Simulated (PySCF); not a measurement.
Consider NH$_{4}$···CH$_{4}$O (SMILES [NH4+].CO) (charge +1).

```yaml
atoms:
  - { symbol: N, position_ang: [-0.3291, 0.0845, 0.2300] }
  - { symbol: H, position_ang: [-0.1665, 0.1625, -0.8384] }
  - { symbol: H, position_ang: [0.5511, -0.0966, 0.7112] }
  - { symbol: H, position_ang: [-0.9792, -0.6746, 0.4320] }
  - { symbol: H, position_ang: [-0.7240, 0.9545, 0.5866] }
  - { symbol: C, position_ang: [0.5766, -0.7237, -3.2266] }
  - { symbol: O, position_ang: [0.0196, 0.2703, -2.3517] }
  - { symbol: H, position_ang: [0.5060, -1.6812, -2.7135] }
  - { symbol: H, position_ang: [1.6219, -0.5014, -3.4439] }
  - { symbol: H, position_ang: [0.0009, -0.7760, -4.1507] }
  - { symbol: H, position_ang: [-0.0623, 1.1075, -2.8180] }
```

Geometry: PBE0-D3(BJ)/def2-TZVPD.

Theory: wB97M-D3(BJ)/def2-TZVPD, SCF density, gas phase in PySCF.

**Predict the electron density and electron localisation function between the atoms.**

O7···H2 (1.53 Å): the density falls to about 0.47 e/Å³ on the way; the ELF dips to about 0.25 between them (by its geometry a hydrogen bond between the two molecules, with no shared pair).
C–O (1.44 Å): the density is about 1.9 e/Å³ at the midpoint, with its minimum of 1.6 e/Å³ about 0.5 Å from C; the ELF peaks at about 0.90 between the atoms, as expected for a polar covalent bond.
O–H (0.96 Å): the density is about 3.8 e/Å³ at the midpoint; the ELF climbs to about 1 towards the hydrogen, as it does in any bond to H: an ordinary covalent bond to hydrogen.
N–H (1.02 Å): ρ is about 3 e/Å³ halfway; the ELF climbs to about 1 towards the hydrogen: an ordinary covalent bond to hydrogen.

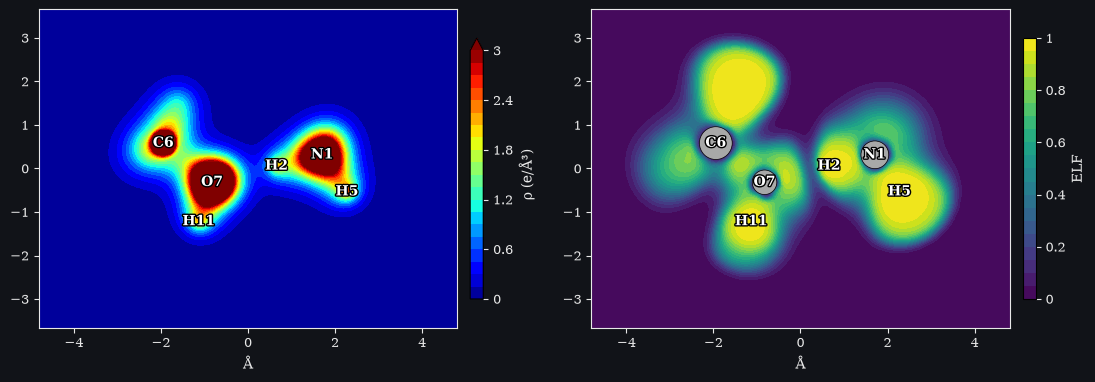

Computed electron density and electron localisation function on the plane of atoms H2, N1 and H5, in this order. Grey discs cover the atomic cores in the ELF map. 
